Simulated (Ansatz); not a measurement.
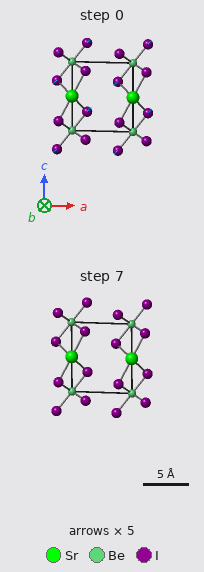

The structure of solid SrBeI₄ (built on the CaPbI4-10 type type) before (top) and after (bottom) a relaxation, at one scale. The blue arrows give the displacements (the part carried along by the change of the cell is left out), 5 times their true length.

Style: ball-and-stick. Shown: the cell of the calculation, along the b axis.

Method: DFT, r2SCAN+rVV10, plane waves, PAW in Ansatz. Settings: plane-wave cutoff 500 eV; k-point mesh 4 × 6 × 4; occupations fermi dirac; smearing width 0.03 eV; no spin polarisation; cell and atoms relaxed; force threshold 0.01 eV/Å; at most 120 steps.

Summarise the run.

Answer. The energy falls by 5.0 meV per atom in 5 accepted moves (7 points after the start). Largest force component: 0.2 eV/Å at the start, 0.0045 eV/Å at the end. Pressure: 0.79 GPa at the start and 0.00 GPa at the end. The line search rejected the trial step at point 1 of the run. The SCF was repeated once at an unchanged geometry on a basis and grid sized afresh for the cell, which shifted the energy by less than 0.05 meV per atom at most. The largest moves relative to the cell, 0.13 Å, are those of I atoms. Sr and Be stay in place. The volume changes by −0.5 %, with a 6.866 → 6.765 Å (−1.5 %), b 4.126 → 4.139 Å (+0.3 %), c 7.755 → 7.812 Å (+0.7 %), β 91.3° → 92.4°. Among the contacts that change: Be–I 2.708 → 2.812 Å, I–Sr 3.201 → 3.217 Å, I–Sr 3.217 → 3.232 Å, Be–I 2.771 → 2.777 Å. The space group stays P2/m (No. 10).
